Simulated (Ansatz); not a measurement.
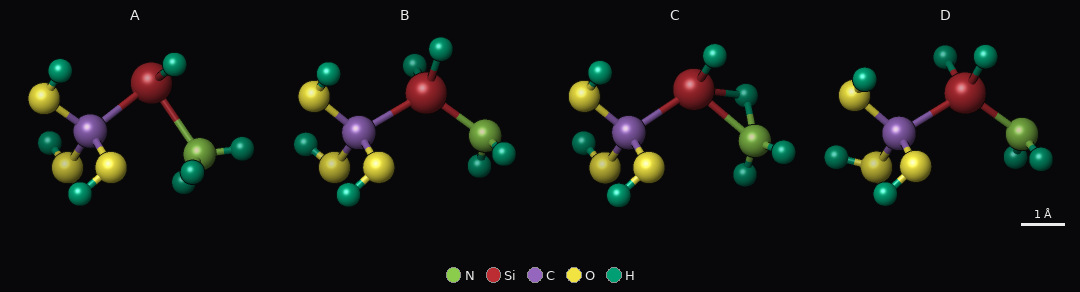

4 geometries from a converged minimum-energy path of CH$_{7}$NO$_{3}$Si, shuffled. A ball-and-stick model, seen from a free direction.

Computed with RKS PBE-D4/def2-SVP in Ansatz 0.2.0. Run with 5 movable images; climbing image; force threshold 0.05 eV/Å; iteration limit 60; starting path through a guess of the saddle point.

### Which frame is the transition state?

C. In order along the path, whose images run from 0 to 6: D (image 0, 0.00 eV), B (image 1, +0.03 eV), C (image 3, +2.67 eV), A (image 5, +1.02 eV). A hydrogen atom shifts from one atom to another. Breaking: H–Si (1.50 → 2.63 Å). Forming: H–N (2.63 → 1.03 Å).
